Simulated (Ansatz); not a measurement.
# BSiN2H5 (SMILES N[SiH]1BN1) at BLYP/cc-pVDZ

What is the electronic atomisation energy of BSiN2H5 at BLYP/cc-pVDZ? 

Program for the calculation: Ansatz 0.2.0.

61 further runs of the same task are left out: 61 set aside as unsound or not needed.

## 1. Starting point

The species is BSiN2H5 (9 atoms), meant as a singlet with charge 0. As SMILES, `N[SiH]1BN1`. Geometry: relaxed at PBE0-D4/def2-TZVP. This is one conformer, not always the lowest.

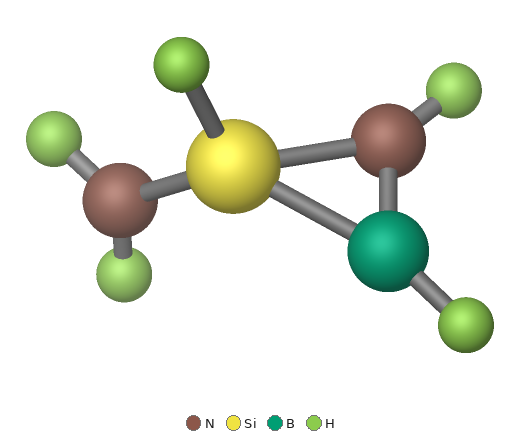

The structure, seen from a chosen angle (nitrogen brown, silicon yellow, boron teal, hydrogen green).

## 2. The energy at BLYP/cc-pVDZ

File in.yaml:

```yaml
crystal:
  periodic: [false, false, false]
  atoms:
    - {symbol: "N", position_ang: [-0.637800, 1.588100, 0.218200]}
    - {symbol: Si, position_ang: [0.258900, 0.175500, 0.530500]}
    - {symbol: B, position_ang: [-0.233900, -1.625800, 0.110200]}
    - {symbol: N, position_ang: [0.650500, -0.971600, -0.738400]}
    - {symbol: H, position_ang: [-0.221300, 2.503300, 0.212900]}
    - {symbol: H, position_ang: [-1.561800, 1.577300, -0.177300]}
    - {symbol: H, position_ang: [1.441200, 0.620900, 1.305200]}
    - {symbol: H, position_ang: [-0.741300, -2.702400, 0.114400]}
    - {symbol: H, position_ang: [1.134000, -1.211600, -1.592900]}
basis:
  gaussian:
    orbitals: cc-pVDZ
hamiltonian:
  xc: {name: BLYP}
accuracy: high
output:
  orbitals: {seedname: orbitals}
```

The run is started by

```sh
ansatz run in.yaml --threads 1 --pin off --max-ram 3480MiB --events-out events.jsonl --progress --plain --runs-dir runs
```

What it wrote:

```text
Warning: RAYON_NUM_THREADS=1 ignored (pool sized by the plan → 1); use --threads N
Functional definition: BLYP
  name "BLYP"
  parameter beta = 0.0042
  parameter a = 0.04918
  parameter b = 0.132
  parameter c = 0.2533
  parameter d = 0.349
  exchange = b88_x(beta = beta)
  correlation = lyp_c(a = a, b = b, c = c, d = d)
1994 factors; integrals over basis functions are off by at most 3.8e-9 eV
mean field evaluation 1: about -11598.6268 eV, gradient 8.6e1 eV
mean field evaluation 2: about -11549.0256 eV, gradient 1.6e2 eV
mean field evaluation 4: about -11613.2382 eV, gradient 1.9e1 eV
mean field evaluation 8: about -11614.0985 eV, gradient 4.0e-1 eV
mean field evaluation 16: about -11614.0965 eV, gradient 3.0e-5 eV
mean field -11614.09651881 eV, -426.8101747489 hartree, gradient 5.0e-8 eV, S^2 0.000000; 0 other end points of the search recorded, 0 dependent functions left out
reference -11614.09657428 eV, -426.8101767874 hartree; 19, 19 occupied and 66, 66 virtual orbitals, 1994 factors
Total energy: -11614.09657428 eV, -426.8101767874 hartree
```

Run time: 6.3 s. Hardware: 1 thread of Arm Neoverse V1, shared host; peak memory 0.22 GiB.

## 3. The B atom, same level

File molecule.yaml:

```yaml
crystal:
  periodic: [false, false, false]
  atoms:
    - {symbol: B, position_ang: [0.000000, 0.000000, 0.000000]}
basis:
  gaussian: {orbitals: cc-pVDZ}
total_charge: 0
magnetization: {spin_polarized: true, initial_magnetization: 1}
hamiltonian: {xc: {name: BLYP}}
accuracy: high
```

The run is started by

```sh
ansatz run molecule.yaml --threads 1 --pin off --max-ram 3480MiB --events-out events.jsonl --progress --plain --runs-dir runs
```

What it wrote:

```text
Warning: RAYON_NUM_THREADS=1 ignored (pool sized by the plan → 1); use --threads N
Functional definition: BLYP
  name "BLYP"
  parameter beta = 0.0042
  parameter a = 0.04918
  parameter b = 0.132
  parameter c = 0.2533
  parameter d = 0.349
  exchange = b88_x(beta = beta)
  correlation = lyp_c(a = a, b = b, c = c, d = d)
96 factors; integrals over basis functions are off by at most 1.0e-9 eV
mean field evaluation 1: about -670.6279 eV, gradient 2.6e0 eV
mean field evaluation 2: about -670.6891 eV, gradient 9.8e-1 eV
mean field evaluation 4: about -670.6996 eV, gradient 1.6e-1 eV
mean field evaluation 8: about -670.6999 eV, gradient 4.8e-5 eV
mean field evaluation 16: about -670.6998 eV, gradient 7.1e-2 eV
mean field evaluation 32: about -670.6999 eV, gradient 3.0e-6 eV
mean field evaluation 64: about -670.6999 eV, gradient 4.7e-5 eV
mean field -670.69986976 eV, -24.6477655969 hartree, gradient 1.7e-10 eV, S^2 0.752351; 10 other end points of the search recorded, 0 dependent functions left out
reference -670.69990051 eV, -24.6477667269 hartree; 3, 2 occupied and 11, 12 virtual orbitals, 96 factors
Total energy: -670.69990051 eV, -24.6477667269 hartree
```

It took 1.3 s on 1 thread of Arm Neoverse V1, shared host.

## 4. The H atom, same level

File run.yaml:

```yaml
crystal:
  periodic: [false, false, false]
  atoms:
    - {symbol: H, position_ang: [0.000000, 0.000000, 0.000000]}
basis:
  gaussian: {orbitals: cc-pVDZ}
magnetization: {spin_polarized: true, initial_magnetization: 1}
hamiltonian: {xc: {name: BLYP}}
accuracy: high
```

Run the same way, it converges to -0.49640 Eh (log not shown).

## 5. The N atom

File job.yaml:

```yaml
crystal:
  periodic: [false, false, false]
  atoms:
    - {symbol: "N", position_ang: [0.000000, 0.000000, 0.000000]}
basis:
  gaussian:
    orbitals: cc-pVDZ
magnetization:
  spin_polarized: true
  initial_magnetization: 3
hamiltonian:
  xc: {name: BLYP}
accuracy: high
```

The run is started by

```sh
ansatz run job.yaml --threads 1 --pin off --max-ram 3480MiB --events-out events.jsonl --progress --plain --runs-dir runs
```

What it wrote:

```text
Warning: RAYON_NUM_THREADS=1 ignored (pool sized by the plan → 1); use --threads N
Functional definition: BLYP
  name "BLYP"
  parameter beta = 0.0042
  parameter a = 0.04918
  parameter b = 0.132
  parameter c = 0.2533
  parameter d = 0.349
  exchange = b88_x(beta = beta)
  correlation = lyp_c(a = a, b = b, c = c, d = d)
96 factors; integrals over basis functions are off by at most 1.2e-9 eV
mean field evaluation 1: about -1484.7584 eV, gradient 6.9e0 eV
mean field evaluation 2: about -1484.8553 eV, gradient 5.3e0 eV
mean field evaluation 4: about -1484.9957 eV, gradient 9.1e-3 eV
mean field evaluation 8: about -1484.9953 eV, gradient 1.9e-5 eV
mean field -1484.99529195 eV, -54.5725704130 hartree, gradient 5.7e-10 eV, S^2 3.751659; 0 other end points of the search recorded, 0 dependent functions left out
reference -1484.99531676 eV, -54.5725713250 hartree; 5, 2 occupied and 9, 12 virtual orbitals, 96 factors
Total energy: -1484.99531676 eV, -54.5725713250 hartree
```

It took 0.29 s on 1 thread of Arm Neoverse V1, shared host.

## 6. The Si atom, same level

File molecule.yaml:

```yaml
crystal:
  periodic: [false, false, false]
  atoms:
    - {symbol: Si, position_ang: [0.000000, 0.000000, 0.000000]}
basis:
  gaussian:
    orbitals: cc-pVDZ
total_charge: 0
magnetization:
  spin_polarized: true
  initial_magnetization: 2
hamiltonian:
  xc: {name: BLYP}
accuracy: high
```

Run the same way, it converges to -289.37230 Eh (log not shown).

## 7. Summary of results

At BLYP/cc-pVDZ:

| quantity | value |
| --- | --- |
| molecule: total energy | -426.81018 Eh |
| molecule: HOMO energy | -5.04 eV |
| molecule: LUMO energy | -0.62 eV |
| molecule: HOMO–LUMO gap | 4.42 eV |
| B atom: total energy | -24.64777 Eh |
| B atom: ⟨S²⟩ | 0.752 |
| H atom: total energy | -0.49640 Eh |
| H atom: ⟨S²⟩ | 0.750 |
| N atom: total energy | -54.57257 Eh |
| N atom: ⟨S²⟩ | 3.752 |
| Si atom: total energy | -289.37230 Eh |
| Si atom: ⟨S²⟩ | 2.002 |
| electronic atomisation energy | 31.646 eV |

Taking the molecule apart into free atoms costs 31.65 eV (730 kcal/mol), before zero-point energy and without spin-orbit coupling.
